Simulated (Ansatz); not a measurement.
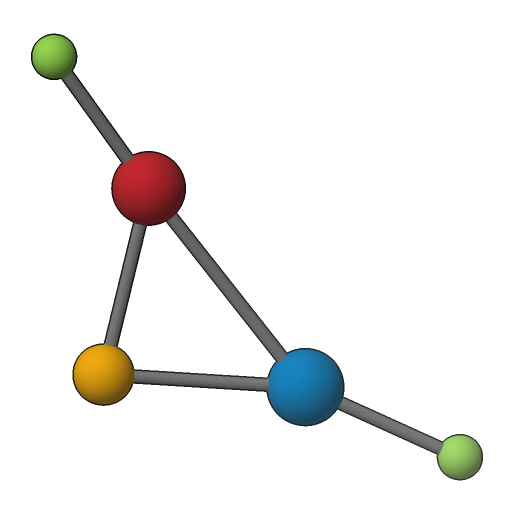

A ball-and-stick model of a molecule. Every bond is drawn as one stick, whatever its order. Colours: aluminium blue, carbon orange, silicon red, hydrogen green.

State: neutral, doublet. Computed geometry: PBE0-D4/def2-TZVP optimisation. No frequency run is at hand to confirm it as a minimum.

> Give the formula.

CH₂AlSi, 5 atoms: 1 carbon, 2 hydrogen, 1 aluminium and 1 silicon.

> Which point group does it belong to?

Cs.

More results for the same structure follow; atom numbers are the same in all pictures, views and colours differ.

### Geometry

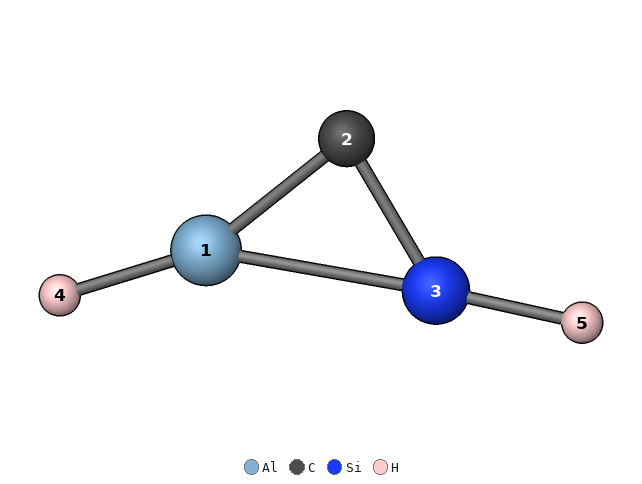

Numbered structure. No frequency run is at hand to confirm it as a minimum.

Estimate the angles C2–Al1–Si3, C2–Al1–H4, Si3–Al1–H4, Al1–C2–Si3, Al1–Si3–C2, Al1–Si3–H5, C2–Si3–H5.

```json
{"angle": "C2–Al1–Si3", "degrees": "47.0"}
{"angle": "C2–Al1–H4", "degrees": "159.6"}
{"angle": "Si3–Al1–H4", "degrees": "153.4"}
{"angle": "Al1–C2–Si3", "degrees": "81.4"}
{"angle": "Al1–Si3–C2", "degrees": "51.6"}
{"angle": "Al1–Si3–H5", "degrees": "177.5"}
{"angle": "C2–Si3–H5", "degrees": "130.8"}
```

### Electronic properties

No frequency run is at hand to confirm it as a minimum. Properties computed with UKS PBE0-D4/def2-TZVPP (Ansatz 0.2.0).

> Estimate the HOMO energy (Kohn–Sham orbital).

−5.82 eV.

> What is the ⟨S²⟩ of the determinant?

0.767.

### Dipole moment

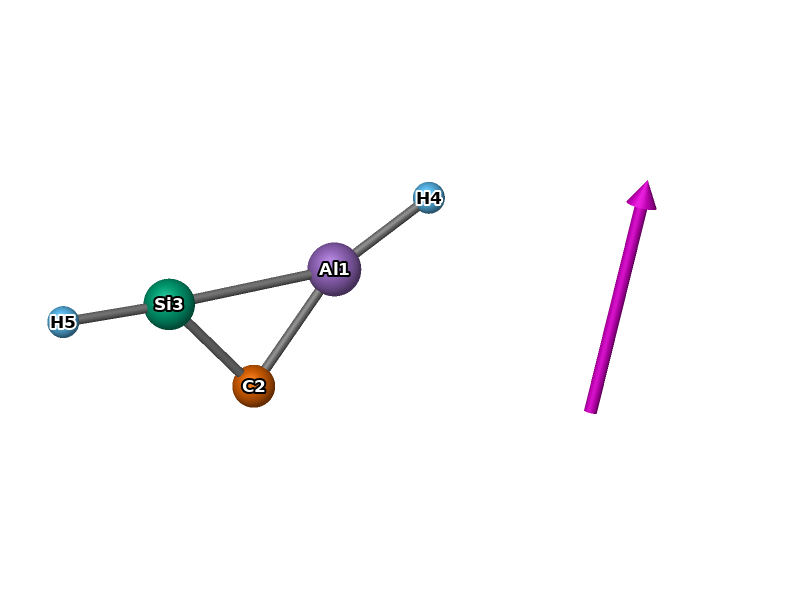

The arrow beside the molecule shows the direction of the dipole moment, from the negative to the positive end (its length means nothing). No frequency run is at hand to confirm it as a minimum. Level of theory: UKS PBE0-D4/def2-TZVP (Ansatz 0.2.0).

> How large is the dipole moment?

2.00 D; it points from the side of C2 to the side of H4 (the outermost atoms at the two ends).

### Charges

The questions are on Mulliken charges. No frequency run is at hand to confirm it as a minimum. Level of theory: UKS PBE0-D4/def2-TZVP (Ansatz 0.2.0).

Give the Mulliken charges atom by atom.

| atom | value (e) |
| --- | --- |
| Al1 | 0.25 |
| C2 | −0.22 |
| Si3 | 0.01 |
| H4 | −0.05 |
| H5 | 0.00 |

Mulliken values depend strongly on the basis set and can even reverse the polarity of a bond.
